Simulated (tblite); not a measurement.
Geometry relaxation, with input and output: C$_{3}$H$_{8}$OPSi$_{2}$ (part 4 of 4)

The same run, continued: C$_{3}$H$_{8}$OPSi$_{2}$, multiplicity 2; GFN2-xTB geometry optimisation, gas phase (tblite 0.8.0). It belongs to a series of runs on one base structure; here: H removed from Si.

Geometry of the input (Å):
```
C  2.2036  -1.3564  0.3260
O  2.4150  -0.0973  0.9447
Si 1.1956  0.5605  1.8581
C  -0.3256  0.9709  0.8114
C  -1.2905  1.2039  0.1521
Si -2.7843  1.5667  -0.9269
P  -2.6463  0.1927  -2.6721
H  1.9623  -2.1272  1.0649
H  1.4065  -1.2889  -0.4249
H  3.1129  -1.6482  -0.1804
H  0.8151  -0.4033  2.9175
H  1.6853  1.7931  2.5106
H  -4.0348  1.2453  -0.1839
H  -2.4421  -1.0005  -1.9331
H  -1.2772  0.3967  -2.9406
```

Trajectory as extended XYZ, continued:
```
15
Properties=species:S:1:pos:R:3:forces:R:3 step=148 energy=-556.96372
C     2.2537   -1.4071    0.4519    0.0030  -0.0050  -0.0010
O     2.3214   -0.2239    1.1821    0.0020  -0.0080   0.0060
Si    1.1732    0.5318    2.0464   -0.0010   0.0060  -0.0080
C    -0.2955    0.9152    0.9749   -0.0160   0.0030   0.0050
C    -1.2633    1.0808    0.2555   -0.0050   0.0020   0.0100
Si   -2.5660    1.4170   -0.9930    0.0050  -0.0110  -0.0080
P    -2.7574   -0.3033   -2.4043    0.0230   0.0090  -0.0170
H     2.1078   -2.2649    1.1140   -0.0020  -0.0020  -0.0010
H     1.4312   -1.3794   -0.2681   -0.0020   0.0090   0.0060
H     3.1960   -1.5264   -0.0848    0.0020  -0.0080  -0.0040
H     0.6783   -0.2924    3.1575   -0.0020   0.0000  -0.0110
H     1.9251    1.7161    2.4303   -0.0100   0.0150  -0.0020
H    -3.8558    1.7021   -0.3489    0.0210  -0.0030   0.0110
H    -1.3956   -0.4071   -2.6371   -0.0210  -0.0070  -0.0180
H    -2.9575    0.4495   -3.5530    0.0030   0.0010   0.0310
15
Properties=species:S:1:pos:R:3:forces:R:3 step=151 energy=-556.96499
C     2.2542   -1.4094    0.4652   -0.0060  -0.0040  -0.0010
O     2.3292   -0.2285    1.1990    0.0030  -0.0200   0.0090
Si    1.1780    0.5333    2.0542    0.0080   0.0100  -0.0150
C    -0.2821    0.9152    0.9706   -0.0140   0.0020   0.0100
C    -1.2464    1.0741    0.2453   -0.0130   0.0080   0.0110
Si   -2.5537    1.4106   -0.9982    0.0090  -0.0050  -0.0100
P    -2.7440   -0.3096   -2.4087    0.0100  -0.0180  -0.0080
H     2.0991   -2.2675    1.1252    0.0050   0.0010  -0.0090
H     1.4322   -1.3717   -0.2551    0.0060   0.0000   0.0020
H     3.1965   -1.5352   -0.0709   -0.0100  -0.0060   0.0060
H     0.6689   -0.2834    3.1648    0.0070   0.0020  -0.0150
H     1.9355    1.7150    2.4351   -0.0170   0.0180   0.0050
H    -3.8413    1.6886   -0.3457    0.0220  -0.0060   0.0070
H    -1.3951   -0.3617   -2.7181   -0.0100  -0.0010  -0.0080
H    -3.0356    0.4383   -3.5393   -0.0010   0.0170   0.0150
15
Properties=species:S:1:pos:R:3:forces:R:3 step=154 energy=-556.96589
C     2.2534   -1.4106    0.4749   -0.0070  -0.0040   0.0020
O     2.3359   -0.2323    1.2122    0.0020  -0.0170   0.0070
Si    1.1824    0.5349    2.0597    0.0070   0.0100  -0.0110
C    -0.2727    0.9135    0.9686   -0.0070   0.0030   0.0110
C    -1.2332    1.0687    0.2378   -0.0140   0.0060   0.0120
Si   -2.5428    1.4041   -1.0032    0.0100   0.0020  -0.0090
P    -2.7354   -0.3142   -2.4147    0.0030  -0.0240  -0.0170
H     2.0910   -2.2686    1.1328    0.0060  -0.0070  -0.0070
H     1.4320   -1.3642   -0.2452    0.0050  -0.0030  -0.0060
H     3.1951   -1.5426   -0.0606   -0.0100  -0.0010   0.0070
H     0.6657   -0.2769    3.1706    0.0100   0.0030  -0.0150
H     1.9397    1.7169    2.4392   -0.0140   0.0200   0.0080
H    -3.8270    1.6774   -0.3417    0.0170  -0.0060   0.0020
H    -1.3995   -0.3307   -2.7789   -0.0020   0.0020   0.0020
H    -3.0890    0.4325   -3.5280   -0.0070   0.0180   0.0130
15
Properties=species:S:1:pos:R:3:forces:R:3 step=158 energy=-556.96702
C     2.2491   -1.4137    0.4960    0.0000  -0.0020   0.0060
O     2.3504   -0.2421    1.2421   -0.0040   0.0050   0.0000
Si    1.1953    0.5398    2.0742   -0.0060   0.0110   0.0040
C    -0.2561    0.9045    0.9741    0.0000   0.0080  -0.0100
C    -1.2060    1.0529    0.2283    0.0000  -0.0080   0.0140
Si   -2.5113    1.3836   -1.0178    0.0060   0.0070   0.0030
P    -2.7183   -0.3270   -2.4368    0.0470   0.0440  -0.1160
H     2.0695   -2.2723    1.1483   -0.0050  -0.0160  -0.0090
H     1.4312   -1.3459   -0.2265    0.0060  -0.0140  -0.0030
H     3.1897   -1.5604   -0.0368    0.0000   0.0040   0.0020
H     0.6733   -0.2599    3.1905    0.0060  -0.0050   0.0000
H     1.9416    1.7305    2.4471    0.0040   0.0120   0.0010
H    -3.7879    1.6552   -0.3410    0.0010  -0.0040  -0.0090
H    -1.4170   -0.2652   -2.9205   -0.0780   0.0030   0.0420
H    -3.2079    0.4281   -3.4978    0.0220  -0.0460   0.0740
15
Properties=species:S:1:pos:R:3:forces:R:3 step=161 energy=-556.96762
C     2.2482   -1.4142    0.4946    0.0020   0.0010   0.0040
O     2.3485   -0.2429    1.2417   -0.0050   0.0070  -0.0010
Si    1.1960    0.5408    2.0759   -0.0050   0.0070   0.0030
C    -0.2594    0.9021    0.9801    0.0050   0.0050  -0.0070
C    -1.2101    1.0490    0.2352   -0.0020  -0.0080  -0.0010
Si   -2.5079    1.3805   -1.0184    0.0000   0.0030   0.0080
P    -2.7202   -0.3274   -2.4409    0.0050   0.0080  -0.0100
H     2.0684   -2.2745    1.1449   -0.0050  -0.0050  -0.0080
H     1.4318   -1.3461   -0.2297    0.0050  -0.0120   0.0030
H     3.1899   -1.5591   -0.0370    0.0000   0.0010   0.0010
H     0.6816   -0.2584    3.1955    0.0020  -0.0050   0.0050
H     1.9389    1.7359    2.4434    0.0060   0.0020  -0.0020
H    -3.7865    1.6594   -0.3488   -0.0020  -0.0040  -0.0090
H    -1.4208   -0.2704   -2.9180   -0.0060   0.0060   0.0080
H    -3.2028    0.4333   -3.4952   -0.0030  -0.0060   0.0050
15
Properties=species:S:1:pos:R:3:forces:R:3 step=165 energy=-556.96776
C     2.2488   -1.4156    0.4957   -0.0010   0.0000  -0.0010
O     2.3457   -0.2449    1.2441    0.0010  -0.0030   0.0000
Si    1.1959    0.5424    2.0785    0.0030  -0.0030  -0.0010
C    -0.2580    0.9041    0.9810    0.0010  -0.0010   0.0050
C    -1.2112    1.0456    0.2382    0.0000  -0.0010  -0.0040
Si   -2.5054    1.3790   -1.0182   -0.0040   0.0000  -0.0020
P    -2.7186   -0.3273   -2.4421    0.0130   0.0030  -0.0040
H     2.0678   -2.2784    1.1425    0.0030   0.0040   0.0050
H     1.4344   -1.3491   -0.2307   -0.0010   0.0010  -0.0020
H     3.1921   -1.5578   -0.0340    0.0000  -0.0020   0.0030
H     0.6826   -0.2551    3.2006    0.0020   0.0040  -0.0030
H     1.9425    1.7372    2.4408    0.0000  -0.0030   0.0000
H    -3.7871    1.6590   -0.3558   -0.0050   0.0000  -0.0010
H    -1.4216   -0.2643   -2.9259   -0.0160   0.0070   0.0040
H    -3.2124    0.4330   -3.4913    0.0030  -0.0040   0.0020
15
Properties=species:S:1:pos:R:3:forces:R:3 step=168 energy=-556.96786
C     2.2498   -1.4168    0.4987   -0.0020  -0.0060  -0.0010
O     2.3468   -0.2461    1.2466    0.0040  -0.0010   0.0000
Si    1.1965    0.5427    2.0783   -0.0010   0.0020  -0.0030
C    -0.2546    0.9072    0.9780   -0.0040  -0.0040   0.0000
C    -1.2071    1.0456    0.2337   -0.0030   0.0060   0.0020
Si   -2.5055    1.3798   -1.0185    0.0040  -0.0050  -0.0030
P    -2.7141   -0.3273   -2.4418    0.0080   0.0100  -0.0250
H     2.0666   -2.2787    1.1456    0.0030  -0.0050   0.0120
H     1.4365   -1.3505   -0.2286   -0.0040   0.0040  -0.0080
H     3.1935   -1.5609   -0.0292    0.0050  -0.0010  -0.0010
H     0.6780   -0.2524    3.1995    0.0030   0.0010  -0.0010
H     1.9458    1.7351    2.4419    0.0010   0.0030   0.0030
H    -3.7878    1.6521   -0.3541   -0.0050   0.0010   0.0020
H    -1.4235   -0.2503   -2.9402   -0.0100   0.0040   0.0090
H    -3.2253    0.4285   -3.4867    0.0010  -0.0090   0.0140
15
Properties=species:S:1:pos:R:3:forces:R:3 step=171 energy=-556.96806
C     2.2512   -1.4225    0.5076    0.0000  -0.0010   0.0000
O     2.3491   -0.2499    1.2525    0.0070   0.0030   0.0030
Si    1.2004    0.5448    2.0803   -0.0050   0.0100  -0.0040
C    -0.2502    0.9085    0.9793   -0.0050  -0.0090  -0.0110
C    -1.1998    1.0413    0.2303   -0.0070   0.0110   0.0070
Si   -2.4990    1.3746   -1.0213    0.0030  -0.0090  -0.0030
P    -2.7002   -0.3297   -2.4492    0.0070   0.0160  -0.0190
H     2.0599   -2.2815    1.1562   -0.0010  -0.0020   0.0060
H     1.4432   -1.3532   -0.2256    0.0000  -0.0030  -0.0030
H     3.1981   -1.5723   -0.0130    0.0020  -0.0030  -0.0030
H     0.6790   -0.2431    3.2043    0.0010  -0.0080   0.0080
H     1.9496    1.7382    2.4404    0.0070   0.0040   0.0010
H    -3.7840    1.6393   -0.3588   -0.0030   0.0020   0.0050
H    -1.4321   -0.2068   -2.9928    0.0040  -0.0020   0.0100
H    -3.2697    0.4203   -3.4668   -0.0090  -0.0080   0.0040
15
Properties=species:S:1:pos:R:3:forces:R:3 step=175 energy=-556.96833
C     2.2564   -1.4341    0.5190    0.0020   0.0130   0.0060
O     2.3485   -0.2521    1.2506    0.0110   0.0020   0.0100
Si    1.2020    0.5479    2.0768    0.0040  -0.0020   0.0010
C    -0.2500    0.9093    0.9773    0.0040  -0.0050  -0.0050
C    -1.1994    1.0433    0.2285   -0.0150   0.0060   0.0050
Si   -2.5005    1.3715   -1.0218   -0.0090   0.0080  -0.0050
P    -2.6719   -0.3287   -2.4575    0.0030   0.0020  -0.0050
H     2.0543   -2.2845    1.1765   -0.0050   0.0120  -0.0140
H     1.4587   -1.3689   -0.2264    0.0070  -0.0160   0.0110
H     3.2103   -1.5928    0.0129   -0.0120  -0.0020   0.0030
H     0.6812   -0.2348    3.2055    0.0050  -0.0030  -0.0010
H     1.9527    1.7423    2.4332    0.0040  -0.0080  -0.0070
H    -3.7891    1.6254   -0.3608    0.0060  -0.0070   0.0020
H    -1.4345   -0.1346   -3.0492   -0.0010  -0.0020   0.0010
H    -3.3233    0.3987   -3.4413   -0.0020   0.0010  -0.0030
15
Properties=species:S:1:pos:R:3:forces:R:3 step=178 energy=-556.96848
C     2.2576   -1.4330    0.5199   -0.0010  -0.0030   0.0030
O     2.3505   -0.2500    1.2491    0.0060   0.0010  -0.0020
Si    1.2010    0.5474    2.0737    0.0030  -0.0040   0.0000
C    -0.2503    0.9090    0.9727    0.0000   0.0010  -0.0020
C    -1.2021    1.0483    0.2279   -0.0040   0.0020   0.0040
Si   -2.5045    1.3757   -1.0218   -0.0030   0.0060   0.0020
P    -2.6696   -0.3271   -2.4551   -0.0010  -0.0020  -0.0090
H     2.0547   -2.2814    1.1790   -0.0010  -0.0030   0.0010
H     1.4592   -1.3720   -0.2247   -0.0010   0.0020   0.0020
H     3.2100   -1.5952    0.0127   -0.0020   0.0060   0.0060
H     0.6795   -0.2394    3.1995    0.0040   0.0010  -0.0020
H     1.9525    1.7401    2.4335   -0.0010  -0.0030  -0.0050
H    -3.7916    1.6235   -0.3556    0.0030  -0.0060  -0.0020
H    -1.4306   -0.1332   -3.0439   -0.0050   0.0010   0.0010
H    -3.3205    0.3952   -3.4435    0.0040   0.0010   0.0020
```

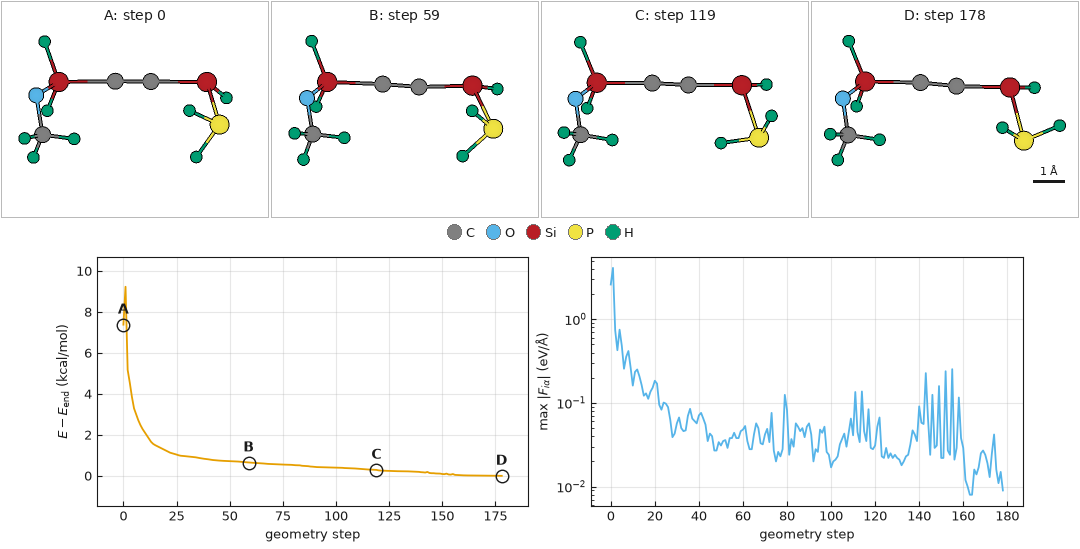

Frames of the relaxation (ball-and-stick view, seen at a tilt) above the curves, on which the letters mark them (steps are counted from 0).

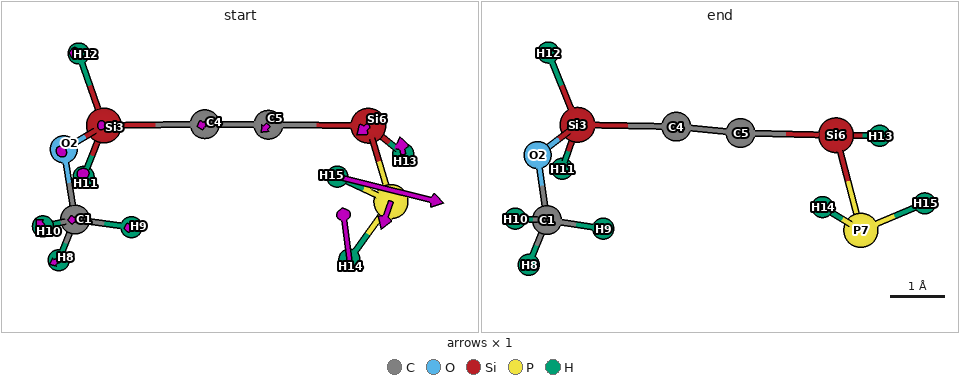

Before (left) and after (right) the relaxation, at one scale (ball-and-stick view, seen at a tilt). The pink arrows give the displacements, at true length. Over 178 geometry steps the energy falls by 7.38 kcal/mol. Largest force component: 2.6 eV/Å at the start, 0.009 eV/Å at the end. The atom that moves furthest after the best rigid fit is H15 (2.15 Å). By element the largest moves are H 2.15 Å, P 0.61 Å, Si 0.33 Å, O 0.29 Å, C 0.22 Å. Distances before and after: C5–Si6 1.878 → 1.834 Å, O2–Si3 1.659 → 1.624 Å, Si3–C4 1.892 → 1.857 Å, P7–H14 1.418 → 1.385 Å. Among the angles that change: C1–O2–Si3 118.8° → 129.5°, O2–Si3–H12 109.3° → 99.4°, H11–Si3–H12 108.2° → 115.6°. (Atoms are counted from 1 in the order of the input.)

Summary:

- outcome: converged
- total energy: −556.9685 eV
- hardware: 1 CPU thread, shared host
- wall time: 2.3 s
- peak memory: 0.18 GiB
